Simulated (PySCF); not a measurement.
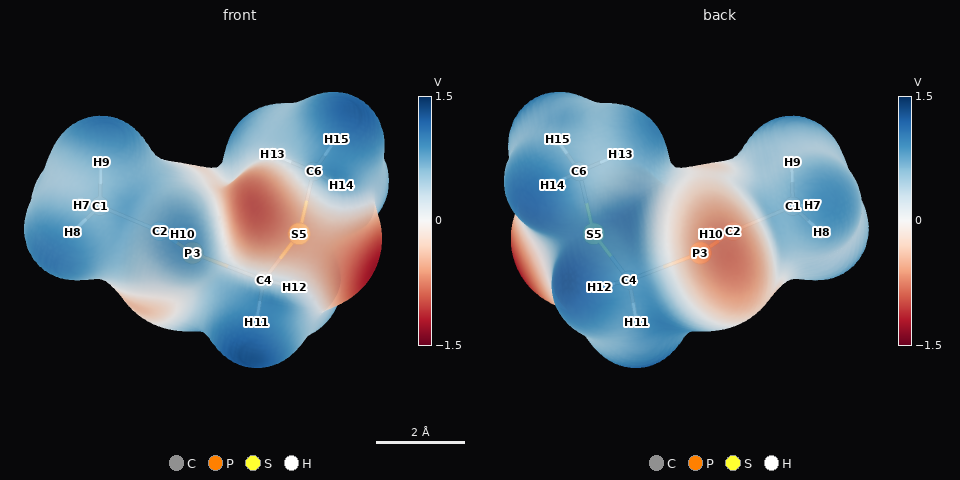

*C4H9PS (SMILES C/C=P/CSC). The electrostatic potential painted on the density surface at 0.004 e/bohr³, seen from the front and from behind; red is negative and blue positive.*

Geometry: GFN2-xTB.

Level of theory: B3LYP/def2-SVPD, SCF density, gas phase (PySCF).

```xyz
15

C    -2.7283    0.0247    0.1639
C    -1.3653   -0.5269   -0.0581
P    -0.4144   -0.1386   -1.3771
C     1.1046   -1.1924   -1.0269
S     1.7291   -1.1611    0.6787
C     2.2095    0.5834    0.7611
H    -3.0244    0.6898   -0.6443
H    -3.4536   -0.7874    0.2348
H    -2.7669    0.5749    1.1055
H    -0.9896   -1.1946    0.7102
H     0.8695   -2.2364   -1.2398
H     1.9159   -0.8789   -1.6876
H     1.3277    1.2031    0.6103
H     2.9565    0.7887   -0.0011
H     2.6252    0.7539    1.7484
```

Question: Describe the electrostatic potential map.

Answer: The most negative region (about −1.2 V) lies over S5, the most positive (about +1.3 V) over H11, H12 and H15.
